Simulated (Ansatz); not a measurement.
**Be5Ga3: relaxing a made-up structure**

This structure for Be5Ga3 is made up. Its elements were placed in a known structure type with a cell scaled to their sizes. What cell does the guess relax to, and how far off was it?

Program: Ansatz 0.2.0. Level of theory: DFT, PBE, plane-wave PAW, files of the set soft_1, scalar-relativistic, no spin, cell and ions relaxed at zero pressure; PAW set soft_1. Results are calculated unless marked as measured.

## 1. Starting point

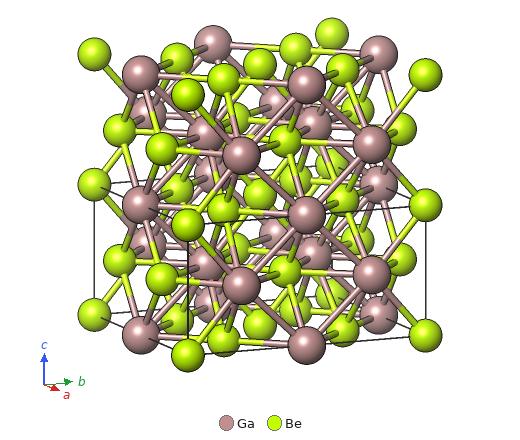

The cell as given, slightly off an axis (gallium pink, beryllium green). 1×1×2 cells are drawn. This picture shows the conventional cell, with its axes. Some periodic images of atoms are drawn too.

As a file:

```cif
data_structure
_symmetry_space_group_name_H-M 'P 1'
_symmetry_Int_Tables_number 1
_cell_length_a 4.8375
_cell_length_b 4.8375
_cell_length_c 3.6840
_cell_angle_alpha 90.000
_cell_angle_beta 90.000
_cell_angle_gamma 96.268
_cell_volume 85.69
loop_
_atom_site_label
_atom_site_type_symbol
_atom_site_fract_x
_atom_site_fract_y
_atom_site_fract_z
_atom_site_occupancy
Ga1 Ga 0.22550 0.77450 0.50000 1
Ga2 Ga 0.77450 0.22550 0.50000 1
Ga3 Ga 0.50000 0.50000 0.00000 1
Be4 Be 0.72690 0.72690 0.50000 1
Be5 Be 0.27310 0.27310 0.50000 1
Be6 Be 0.50000 0.00000 0.00000 1
Be7 Be 0.00000 0.50000 0.00000 1
Be8 Be 0.00000 0.00000 0.00000 1
```

## 2. Relaxing cell and atoms

The guessed cell has no reason to be at equilibrium. It is relaxed with the atoms, within the space group of the guess.

File input.yaml:

```yaml
crystal:
  lattice:
    - [3.2285, -3.6025, 0.0]
    - [3.2285, 3.6025, 0.0]
    - [0.0, 0.0, 3.684]
  atoms:
    - { symbol: Ga, position: [0.2255, 0.7745, 0.5] }
    - { symbol: Ga, position: [0.7745, 0.2255, 0.5] }
    - { symbol: Ga, position: [0.5, 0.5, 0.0] }
    - { symbol: Be, position: [0.7269, 0.7269, 0.5] }
    - { symbol: Be, position: [0.2731, 0.2731, 0.5] }
    - { symbol: Be, position: [0.5, 0.0, 0.0] }
    - { symbol: Be, position: [0.0, 0.5, 0.0] }
    - { symbol: Be, position: [0.0, 0.0, 0.0] }
kpoints:
  mp_grid: { grid: [6, 6, 7] }
scf:
  occupations: { method: fermi_dirac, width: 0.05 }
hamiltonian:
  xc: pbe
  pseudopotentials: { kind: paw, azcp: { folder: soft_1 } }
relax:
  f_tol: 0.015
  max_steps: 70
  cell: {}
output:
  forces: true
  stress: true
```

The run is started by

```sh
$ ansatz run input.yaml --threads 4 --pin off --max-ram 10240MiB --backend cpu --events-out ev --progress --plain --runs-dir out
```

Numbers of over 12 decimals in the logs are rounded to 6 here.

What it wrote:

```text
Engine: ansatz 0.2.0, x86_64-unknown-linux-gnu
Pseudopotentials: kind: paw
Pseudopotential: Ga, paw, valence charge 13, recommended cutoff 420 eV (normal), soft_1/Ga.paw.azcp
Pseudopotential: Be, paw, valence charge 2, recommended cutoff 420 eV (normal), soft_1/Be.paw.azcp
Functional definition: PBE
  parameter kappa = 0.804
  parameter beta = 0.066725
  exchange = pbe_x(kappa = kappa, mu = beta*pi^2/3)
  correlation = pbe_c(beta = beta)
Crystal: 8 atoms, lattice volume = 85.695 Å³
Basis set: ecut = 420 eV, 1679 PW (Γ), exchange–correlation on 72×72×50 points (8 copies of the dense FFT grid, shifted against one another)
Bands: 33, of which v1, the nominal top of the filled ones, is band 25 counted from 1 (24 counted from 0)
Symmetry: 8 space group operations
Space group: Cmmm (ITA 65), of the structure as read, at distance tolerance 4.4e-5 Å
k-points: 52 of 252
Non-local potential: Ga, projectors of the file, l = 0: 2, l = 1: 2, l = 2: 3, l = 3: 1
Non-local potential: Be, projectors of the file, l = 0: 2, l = 1: 2, l = 2: 1
PAW form: soft (Blöchl's): semilocal exchange-correlation on the pseudo side does not see the compensation charge
PAW one-centre angular grid: Ga, 590 points (default); XC on 64 Gauss nodes
PAW one-centre angular grid: Be, 110 points (default); XC on 64 Gauss nodes
Initial density: superposition of atomic densities (chi_scale 0.1, normalization cell, long waves kept (reshape's long-wave potential 0.00 eV rms))
Initial wavefunctions: pseudopotential atomic-orbital guess
Functional: x = pbe(κ = 0.804, μ = 0.219515), c = pbe(β = 0.066725)
SCF iter   1: F=—  HF=-11810.151310 eV  |F-HF|=—  |Δ(HF+E_count)|=         —  Δρ=3.52e-2  dr2=1.47e0  ethr=3.10e-3  ⟨swp⟩=8.3  Hψ=8644  notcnv=0  defer=6
preconditioner: auto → Kerker (q_TF=auto, 2.486 Å⁻¹)  [metal: Δε(μ)=0.033 eV  Ē_g=13.722 eV  σ=0.050 eV  W_gap=0.16  n_scr=22 (ndim 8)  ℏωp=28.1 eV  f_vac=0.000  D(μ)=1.70/eV (n_scr^D=8)]
SCF iter   2: F=—  HF=-11809.689164 eV  |F-HF|=—  |Δ(HF+E_count)|=   4.62e-1  Δρ=2.34e-2  dr2=3.46e-1  ethr=3.01e-3  ⟨swp⟩=2.0  Hψ=3739  notcnv=0  defer=103
SCF iter   3: F=—  HF=-11809.622907 eV  |F-HF|=—  |Δ(HF+E_count)|=   6.63e-2  Δρ=9.42e-3  dr2=9.81e-2  ethr=7.07e-4  ⟨swp⟩=2.0  Hψ=3227  notcnv=0  defer=103
SCF iter   4: F=—  HF=-11809.602849 eV  |F-HF|=—  |Δ(HF+E_count)|=   2.01e-2  Δρ=1.31e-3  dr2=8.77e-4  ethr=2.00e-4  ⟨swp⟩=2.3  Hψ=3239  notcnv=0  defer=103
SCF iter   5: F=—  HF=-11809.602863 eV  |F-HF|=—  |Δ(HF+E_count)|=   1.40e-5  Δρ=4.18e-4  dr2=1.06e-4  ethr=1.79e-6  ⟨swp⟩=2.0  Hψ=2881  notcnv=0  defer=103
SCF iter   6: F=—  HF=-11809.602825 eV  |F-HF|=—  |Δ(HF+E_count)|=   3.82e-5  Δρ=1.06e-4  dr2=4.40e-6  ethr=2.16e-7  ⟨swp⟩=2.0  Hψ=2875  notcnv=0  defer=103
SCF iter   7: F=—  HF=-11809.602862 eV  |F-HF|=—  |Δ(HF+E_count)|=   3.71e-5  Δρ=5.23e-5  dr2=1.67e-6  ethr=8.98e-9  ⟨swp⟩=2.0  Hψ=2986  notcnv=0  defer=103
SCF iter   8: F=—  HF=-11809.602861 eV  |F-HF|=—  |Δ(HF+E_count)|=   3.64e-7  Δρ=1.90e-5  dr2=3.49e-7  ethr=3.42e-9  ⟨swp⟩=2.0  Hψ=2797  notcnv=0  defer=103
SCF iter   9: F=-11809.602861 eV  HF=-11809.602861 eV  |F-HF|=6.59e-9  |Δ(HF+E_count)|=   4.31e-8  Δρ=3.21e-6  dr2=1.24e-8  ethr=2.04e-10  ⟨swp⟩=4.0  Hψ=5625  notcnv=0
SCF 1 converged in 9 iterations: F = -11809.602861 eV  dr2 = 1.24e-8
  greatest PAW one-centre occupation: 0.994 electrons in one spin orbital (limit 2), on the Ga atom at site 2 (counted from 0), in its partial waves of l = 2
relax step   1: F+E_penalty+E_count = -11809.60286133 eV  Δ(F+E_penalty+E_count) = +0.000e0 eV  max|allowed force component| = 6.343e-1 eV/Å  Δτ_max = 0.0000 Å  P = +10.838 GPa  Ω = 85.695 Å³  (9 SCF iters, dr2 threshold 1.00e-7 eV, accepted)
Crystal: 8 atoms, lattice volume = 90.939 Å³
Basis set: ecut = 420 eV, 1791 PW (Γ), exchange–correlation on 72×72×50 points (8 copies of the dense FFT grid, shifted against one another)
Initial density: handed on by an earlier stage of this run
Initial wavefunctions: those handed on with the density
iter 1 solved again at ethr=5.87e-5 eV; its pass at ethr=3.10e-3 eV (dr2=2.88e-2 eV) is discarded
SCF iter   1: F=—  HF=-11810.036525 eV  |F-HF|=—  |Δ(HF+E_count)|=         —  Δρ=5.32e-3  dr2=2.96e-2  ethr=5.87e-5  ⟨swp⟩=2.2  Hψ=10965  notcnv=0
preconditioner: auto → Kerker (q_TF=auto, 2.461 Å⁻¹)  [metal: Δε(μ)=0.013 eV  Ē_g=14.668 eV  σ=0.050 eV  W_gap=0.07  n_scr=22 (ndim 8)  ℏωp=27.3 eV  f_vac=0.000  D(μ)=2.99/eV (n_scr^D=22)]
SCF iter   2: F=—  HF=-11810.030064 eV  |F-HF|=—  |Δ(HF+E_count)|=   6.46e-3  Δρ=2.89e-3  dr2=9.35e-3  ethr=5.87e-5  ⟨swp⟩=3.0  Hψ=3329  notcnv=0
SCF iter   3: F=—  HF=-11810.027884 eV  |F-HF|=—  |Δ(HF+E_count)|=   2.18e-3  Δρ=1.12e-3  dr2=1.23e-3  ethr=1.91e-5  ⟨swp⟩=2.0  Hψ=2970  notcnv=0
SCF iter   4: F=—  HF=-11810.027033 eV  |F-HF|=—  |Δ(HF+E_count)|=   8.51e-4  Δρ=2.97e-4  dr2=4.19e-5  ethr=2.50e-6  ⟨swp⟩=2.0  Hψ=2987  notcnv=0
SCF iter   5: F=—  HF=-11810.027071 eV  |F-HF|=—  |Δ(HF+E_count)|=   3.84e-5  Δρ=5.81e-5  dr2=1.80e-6  ethr=8.54e-8  ⟨swp⟩=2.0  Hψ=2985  notcnv=0
SCF iter   6: F=-11810.027071 eV  HF=-11810.027071 eV  |F-HF|=5.66e-8  |Δ(HF+E_count)|=   6.22e-7  Δρ=9.72e-6  dr2=1.00e-7  ethr=1.63e-9  ⟨swp⟩=4.1  Hψ=5761  notcnv=0
SCF 2 converged in 6 iterations: F = -11810.027071 eV  dr2 = 1.00e-7
relax step   2: F+E_penalty+E_count = -11810.02707076 eV  Δ(F+E_penalty+E_count) = -4.242e-1 eV  max|allowed force component| = 4.392e-1 eV/Å  Δτ_max = 0.0333 Å  P = +3.397 GPa  Ω = 90.939 Å³  energy of the carried Pulay correction = -1.560e-3 eV  (6 SCF iters, dr2 threshold 8.00e-7 eV, accepted)
Crystal: 8 atoms, lattice volume = 93.676 Å³
Basis set: ecut = 420 eV, 1839 PW (Γ), exchange–correlation on 72×72×50 points (8 copies of the dense FFT grid, shifted against one another)
iter 1 solved again at ethr=5.37e-5 eV; its pass at ethr=3.10e-3 eV (dr2=2.63e-2 eV) is discarded
SCF iter   1: F=—  HF=-11810.193617 eV  |F-HF|=—  |Δ(HF+E_count)|=         —  Δρ=3.63e-3  dr2=2.67e-2  ethr=5.37e-5  ⟨swp⟩=2.0  Hψ=11372  notcnv=0
preconditioner: auto → Kerker (q_TF=auto, 2.449 Å⁻¹)  [metal: Δε(μ)=0.026 eV  Ē_g=14.488 eV  σ=0.050 eV  W_gap=0.13  n_scr=22 (ndim 8)  ℏωp=26.9 eV  f_vac=0.000  D(μ)=3.48/eV (n_scr^D=30)]
SCF iter   2: F=—  HF=-11810.189507 eV  |F-HF|=—  |Δ(HF+E_count)|=   4.11e-3  Δρ=2.20e-3  dr2=1.10e-2  ethr=5.37e-5  ⟨swp⟩=1.0  Hψ=1716  notcnv=0
SCF iter   3: F=—  HF=-11810.187482 eV  |F-HF|=—  |Δ(HF+E_count)|=   2.03e-3  Δρ=5.34e-4  dr2=1.69e-4  ethr=2.25e-5  ⟨swp⟩=3.0  Hψ=3160  notcnv=0
SCF iter   4: F=—  HF=-11810.187228 eV  |F-HF|=—  |Δ(HF+E_count)|=   2.53e-4  Δρ=2.79e-4  dr2=6.92e-5  ethr=3.45e-7  ⟨swp⟩=3.0  Hψ=3603  notcnv=0
SCF iter   5: F=—  HF=-11810.187220 eV  |F-HF|=—  |Δ(HF+E_count)|=   7.74e-6  Δρ=1.00e-4  dr2=2.14e-5  ethr=1.41e-7  ⟨swp⟩=2.0  Hψ=2986  notcnv=0
SCF iter   6: F=—  HF=-11810.187214 eV  |F-HF|=—  |Δ(HF+E_count)|=   6.64e-6  Δρ=2.98e-5  dr2=1.50e-6  ethr=4.38e-8  ⟨swp⟩=2.0  Hψ=2949  notcnv=0
SCF iter   7: F=-11810.187213 eV  HF=-11810.187214 eV  |F-HF|=1.97e-7  |Δ(HF+E_count)|=   1.69e-7  Δρ=1.20e-5  dr2=1.35e-7  ethr=1.63e-9  ⟨swp⟩=4.6  Hψ=5823  notcnv=0
SCF 3 converged in 7 iterations: F = -11810.187213 eV  dr2 = 1.35e-7
relax step   3: F+E_penalty+E_count = -11810.18721349 eV  Δ(F+E_penalty+E_count) = -1.601e-1 eV  max|allowed force component| = 2.283e-1 eV/Å  Δτ_max = 0.0666 Å  P = +0.243 GPa  Ω = 93.676 Å³  energy of the carried Pulay correction = -2.339e-3 eV  (7 SCF iters, dr2 threshold 8.00e-7 eV, accepted)
[...]
relax step   4: F+E_penalty+E_count = -11810.20805362 eV  Δ(F+E_penalty+E_count) = -2.084e-2 eV  max|allowed force component| = 9.988e-2 eV/Å  Δτ_max = 0.0508 Å  P = -0.392 GPa  Ω = 94.258 Å³  energy of the carried Pulay correction = -2.501e-3 eV  (6 SCF iters, dr2 threshold 8.00e-7 eV, accepted)
[...]
relax step   5: F+E_penalty+E_count = -11810.21149815 eV  Δ(F+E_penalty+E_count) = -3.445e-3 eV  max|allowed force component| = 2.305e-2 eV/Å  Δτ_max = 0.0356 Å  P = -0.019 GPa  Ω = 93.866 Å³  energy of the carried Pulay correction = -2.392e-3 eV  (5 SCF iters, dr2 threshold 8.00e-7 eV, accepted)
[...]
relax step   6: F+E_penalty+E_count = -11810.21450587 eV  Δ(F+E_penalty+E_count) = -3.008e-3 eV  max|allowed force component| = 5.424e-3 eV/Å  Δτ_max = 0.0078 Å  P = +0.001 GPa  Ω = 93.851 Å³  energy of the carried Pulay correction = -2.388e-3 eV  (5 SCF iters, dr2 threshold 8.00e-7 eV, accepted)
[...]
relax step   7: F+E_penalty+E_count = -11810.21455166 eV  Δ(F+E_penalty+E_count) = -4.579e-5 eV  max|allowed force component| = 3.776e-4 eV/Å  Δτ_max = 0.0016 Å  P = +0.011 GPa  Ω = 93.845 Å³  energy of the carried Pulay correction = -2.386e-3 eV  (4 SCF iters, dr2 threshold 2.87e-8 eV, accepted)
[...]
relax step   8: F+E_penalty+E_count = -11810.21817060 eV  Δ(F+E_penalty+E_count) = -3.619e-3 eV  max|allowed force component| = 7.900e-4 eV/Å  Δτ_max = 0.0000 Å  P = +0.050 GPa  Ω = 93.845 Å³  stress off target by 1.01e-1 GPa  SCF on the basis re-selected at this cell (its energy is not comparable with the rows above)  (7 SCF iters)
[...]
relax step   9: F+E_penalty+E_count = -11810.21817665 eV  Δ(F+E_penalty+E_count) = -6.053e-6 eV  max|allowed force component| = 1.083e-3 eV/Å  Δτ_max = 0.0004 Å  P = +0.012 GPa  Ω = 93.881 Å³  energy of the carried Pulay correction = -1.022e-5 eV  (4 SCF iters, dr2 threshold 2.57e-8 eV, accepted)
iter 1 solved again at ethr=2.19e-6 eV; its pass at ethr=3.10e-3 eV (dr2=1.07e-3 eV) is discarded
SCF iter   1: F=—  HF=-11810.218100 eV  |F-HF|=—  |Δ(HF+E_count)|=         —  Δρ=4.46e-6  dr2=1.96e-8  ethr=2.19e-6  ⟨swp⟩=2.1  Hψ=11602  notcnv=0
eigensolver tolerance schedule: the retry pair's looser diagonalisation over-reported the residual by 54778.88 of it (diagonalisation noise at an unbounded share of the residual, at the tolerance the schedule requests for it); recorded, not acted on — ethr = c·dr2/N_el stays at c = 1.0e-1
preconditioner: auto → Kerker (q_TF=auto, 2.448 Å⁻¹)  [metal: Δε(μ)=0.026 eV  Ē_g=14.445 eV  σ=0.050 eV  W_gap=0.13  n_scr=18 (ndim 8)  ℏωp=26.8 eV  f_vac=0.000  D(μ)=3.65/eV (n_scr^D=30)]
SCF iter   2: F=—  HF=-11810.218188 eV  |F-HF|=—  |Δ(HF+E_count)|=   8.80e-5  Δρ=1.52e-6  dr2=1.54e-9  ethr=4.00e-11  ⟨swp⟩=3.0  Hψ=3594  notcnv=0
SCF iter   3: F=—  HF=-11810.218188 eV  |F-HF|=—  |Δ(HF+E_count)|=  3.55e-10  Δρ=8.23e-7  dr2=4.54e-10  ethr=3.14e-12  ⟨swp⟩=2.0  Hψ=2496  notcnv=0
SCF iter   4: F=—  HF=-11810.218188 eV  |F-HF|=—  |Δ(HF+E_count)|=  8.19e-11  Δρ=4.28e-7  dr2=1.45e-10  ethr=1.00e-12  ⟨swp⟩=2.0  Hψ=2858  notcnv=0
SCF iter   5: F=-11810.218188 eV  HF=-11810.218188 eV  |F-HF|=3.64e-12  |Δ(HF+E_count)|=  2.00e-11  Δρ=8.71e-8  dr2=4.41e-12  ethr=1.00e-12  ⟨swp⟩=4.0  Hψ=5700  notcnv=0
SCF 10 converged in 5 iterations: F = -11810.218188 eV  dr2 = 4.41e-12
relax step  10: F+E_penalty+E_count = -11810.21818809 eV  Δ(F+E_penalty+E_count) = -1.145e-5 eV  max|allowed force component| = 1.092e-3 eV/Å  Δτ_max = 0.0000 Å  P = +0.012 GPa  Ω = 93.881 Å³  stress off target by 1.68e-2 GPa  SCF on the basis re-selected at this cell (its energy is not comparable with the rows above)  (5 SCF iters)
basis re-selected at this cell: Δ(F+E_penalty+E_count) = -1.145e-5 eV, ΔP = +0.000 GPa vs the last step (what re-selecting the basis moved, of the pressure what is left beyond the Pulay correction that the steps carried, after the strain that the cell walked since its last selection, with what the two solves' SCF thresholds leave and, on support functions, any second-order correction that the steps lacked; it is no m [...]
SCF converged after 5 iterations
Free energy (F): -11810.218188 eV
Harris-Foulkes:  -11810.218188 eV  (|F-HF|=3.64e-12)
Internal energy: -11810.189671 eV  (E = F + TS)
E sigma→0 (E₀):  -11810.203929 eV
Entropy (-TS):   -0.028517 eV (-3.565 meV/atom)
Fermi energy:    9.688276 eV
--- Per-component energies (eV) ---
  E_band       = -67.916135
  E_kinetic    = 432.942924
  E_local      = -4589.529527  (includes V_loc(G=0)·N_el)
  E_nonlocal   = -263.754947
  E_hartree    = 2920.046230
  E_xc         = -291.222811
  E_vxc        = -270.566759  (∫ρ·V_xc dr)
  E_paw        = -6262.016909  (= ΣΔE_a)
  E_vpaw       = -1217.099742  (= ΣTr[D̂ρ^β])
  E_aug_tail   = -0.000645  (compensation charges beyond the density's cutoff)
  E_ewald      = -3756.653985
  E_smearing   = -0.028517  (= −TS)
  E_closure    = 0.000000  (closes the sum)
  Σ components = -11810.218188   (vs F -11810.218188, Δ=0.00e0)
--- Forces (eV/Å), atoms counted from 1 ---
  atom   1  Ga     0.00000000    -0.00107631     0.00000000
  atom   2  Ga    -0.00000000     0.00107631    -0.00000000
  atom   3  Ga    -0.00000000     0.00000000     0.00000000
  atom   4  Be    -0.00109179     0.00000000    -0.00000000
  atom   5  Be     0.00109179    -0.00000000     0.00000000
  atom   6  Be     0.00000000    -0.00000000     0.00000000
  atom   7  Be     0.00000000     0.00000000     0.00000000
  atom   8  Be    -0.00000000     0.00000000     0.00000000
  max |Σ_I F_I| component: 1.41e-17 eV/Å
--- Stress (GPa, compression-positive) ---
        0.016794       0.000000      -0.000000
        0.000000       0.013308       0.000000
       -0.000000       0.000000       0.004915
  P = ⅓ Tr σ = 0.0117 GPa (0.117 kbar)
--- Relaxed structure (8 steps of the walk, 8 accepted, 2 SCFs on fresh bases) ---
  F+E_penalty+E_count = -11810.21818809 eV   max|allowed force component| = 1.092e-3 eV/Å   (the final SCF, on the basis selected at the relaxed cell)
  cell:  # Å, volume = 93.8812 Å³
    - [3.567180, -3.642638, 0]
    - [3.567180, 3.642638, 0]
    - [0, 0, 3.612498]
  atoms:
    - { symbol: Ga, position: [0.228453, 0.771547, 0.5] }
    - { symbol: Ga, position: [0.771547, 0.228453, 0.5] }
    - { symbol: Ga, position: [0.5, 0.5, 0] }
    - { symbol: Be, position: [0.754770, 0.754770, 0.5] }
    - { symbol: Be, position: [0.245230, 0.245230, 0.5] }
    - { symbol: Be, position: [0.500000, 5.551115123125783e-17, 0] }
    - { symbol: Be, position: [5.551115123125783e-17, 0.500000, 0] }
    - { symbol: Be, position: [-1.4377390586816112e-19, -1.4377390586815968e-19, 0] }
```

Run time: 19 s. Hardware: 4 threads of Intel Xeon at 2.60GHz (Ice Lake), shared host; peak memory 0.54 GiB.

Relaxation path:

| step | energy less that of the first step (eV) | largest force component (eV/Å) | pressure (GPa) | volume (Å³) |
| --- | --- | --- | --- | --- |
| 1 | 0.0000 | 0.6343 | 10.84 | 85.69 |
| 2 | -0.4242 | 0.4392 | 3.40 | 90.94 |
| 3 | -0.5844 | 0.2283 | 0.24 | 93.68 |
| 4 | -0.6052 | 0.0999 | -0.39 | 94.26 |
| 5 | -0.6086 | 0.0231 | -0.02 | 93.87 |
| 6 | -0.6116 | 0.0054 | 0.00 | 93.85 |
| 7 | -0.6117 | 0.0004 | 0.01 | 93.84 |
| 8* | -0.6153 | 0.0008 | 0.05 | 93.84 |
| 9 | -0.6153 | 0.0011 | 0.01 | 93.88 |
| 10* | -0.6153 | 0.0011 | 0.01 | 93.88 |

Relaxation steps marked * repeat the geometry before them on a plane-wave basis chosen anew for their cell, so energy and pressure can jump there.

Forces are held to the 8 operations that the run works with; a distortion that breaks them can't arise in this run.

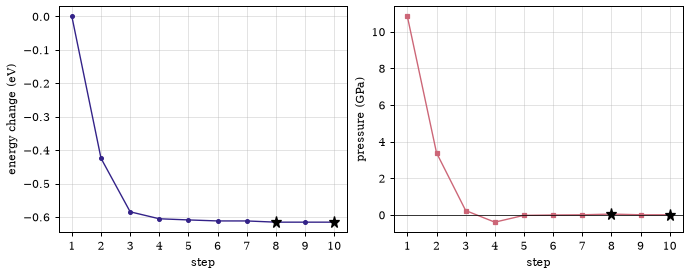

Energy and pressure along the relaxation. Stars mark steps on a basis chosen anew.

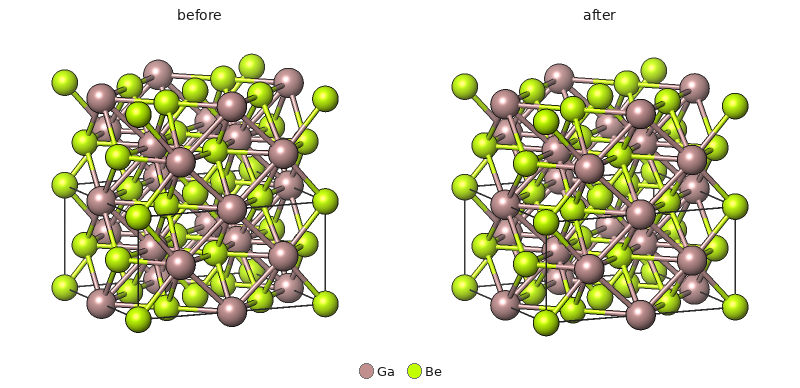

The structure before and after the relaxation, drawn at the same scale.

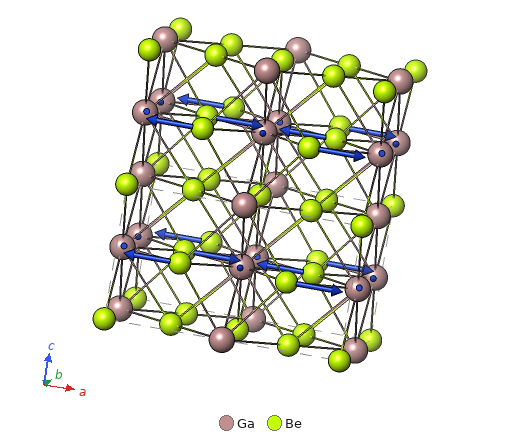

Displacements in the relaxation, exaggerated, measured against the changing cell; the longest in the cell stands for 0.20 Å. 1×1×2 conventional cells are drawn. Some periodic images of atoms are drawn too.

| conventional cell, symmetrised | before | after | change |
| --- | --- | --- | --- |
| a (Å) | 6.457 | 7.134 | +10.5 % |
| b (Å) | 7.205 | 7.285 | +1.1 % |
| c (Å) | 3.684 | 3.612 | -1.9 % |
| volume (Å³/atom) | 10.71 | 11.74 | +9.6 % |

The atoms that moved most (Å, as changes of fractional coordinates times the final cell):

| atom | dx | dy | dz | length |
| --- | --- | --- | --- | --- |
| Be5 | -0.199 | 0.000 | 0.000 | 0.199 |
| Be4 | 0.199 | 0.000 | 0.000 | 0.199 |
| Ga1 | 0.000 | -0.022 | 0.000 | 0.022 |
| Ga2 | 0.000 | 0.022 | 0.000 | 0.022 |

Final coordinates:

```
Ga Be
1.0
     3.56718   -3.64264    0.00000
     3.56718    3.64264    0.00000
     0.00000    0.00000    3.61250
Ga Be
3 5
Direct
  0.22845 0.77155 0.50000
  0.77155 0.22845 0.50000
  0.50000 0.50000 0.00000
  0.75477 0.75477 0.50000
  0.24523 0.24523 0.50000
  0.50000 0.00000 0.00000
  0.00000 0.50000 0.00000
  0.00000 0.00000 0.00000
```

This step gave:

```
free energy             : -11810.2182 eV
energy at zero smearing : -11810.2039 eV
smearing term TS        : 0.02852 eV
Fermi energy            : 9.688 eV
electrons               : 49
symmetry operations     : 8
pressure                : 0.01167 GPa
```

The shortest distance of each pair, which need not be the same contact before and after:

| pair | guess (Å) | relaxed (Å) |
| --- | --- | --- |
| Be–Ga | 2.354 | 2.415 |
| Be–Be | 2.419 | 2.515 |
| Ga–Ga | 2.703 | 2.679 |

The relaxation ends with a largest force component of 0.0011 eV/Å and a pressure of 0.01 GPa.

## 3. Summary of results

```
space group, relaxed : Cmmm
conventional cell    : a = 7.134, b = 7.285, c = 3.612 Å; α = 90.0°, β = 90.0°, γ = 90.0°
volume per atom      : 11.74 Å³ (guess 10.71)
```

Be5Ga3 relaxes to Cmmm with a = 7.134, b = 7.285 and c = 3.612 Å. The guessed volume was 9 % too small. The space group Cmmm was held in the relaxation, so the end point is a stationary structure within it and may be a saddle against distortions or other arrangements. Mesh and cutoff weren't tested. No dispersion term is used, so weakly bound directions may come out too long. Nothing here tests whether the compound is stable against decomposition.

[Logs are printed without paths, hosts, clocks, repeated set-up lines and the standing remarks that a program may print on its own settings, such as how far it seeks lower states.]

[Hosts, paths, dates, database ids (printed as entryN), source tags and the programs' standing remarks are cut or masked in the printed files.]
